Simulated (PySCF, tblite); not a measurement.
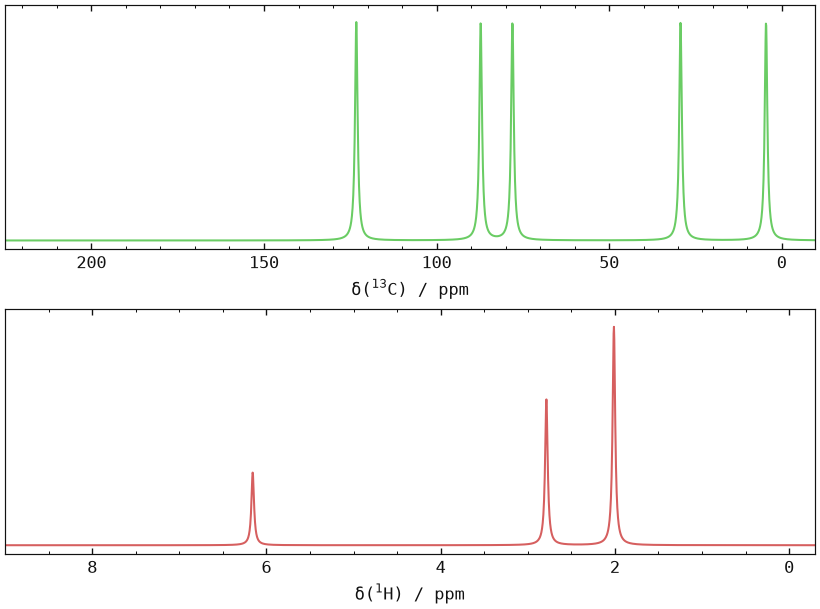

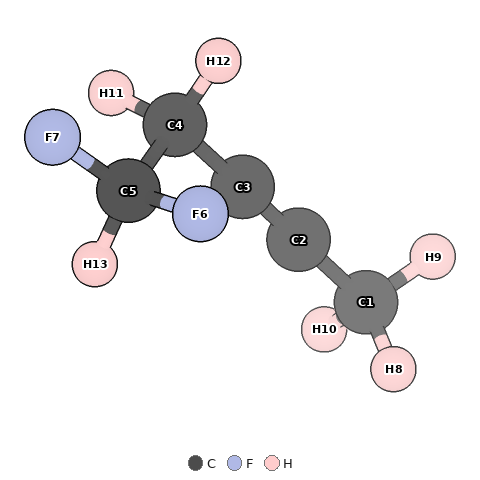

Spectrum and numbered structure of C₅H₆F₂, SMILES CC#CCC(F)F. GIAO shifts, PBE0/pcSseg-1 with PySCF, at a GFN2-xTB geometry (a minimum by its frequencies), against TMS for ¹³C and TMS for ¹H computed at the same level. Gas phase, fully decoupled, line heights follow the number of nuclei, widths are arbitrary (no quadrupolar broadening); values of one conformer, averaged over nuclei that symmetry or rotation about single bonds exchange, these motions taken as fast; other conformers aren't averaged in.

**Assign the ¹³C signals to the numbered atoms.**

```
δ (ppm)  nuclei  atoms
  123.3       1     C5
   87.2       1     C2
   78.0       1     C3
   29.3       1     C4
    4.5       1     C1
```

**Which atoms give which ¹H line?**

```tsv
δ (ppm)	nuclei	atoms
6.16	1	H13
2.79	2	H11, H12
2.01	3	H8, H9, H10
```

Caveats: the tight-binding geometry is rougher than a DFT one and adds to the error.
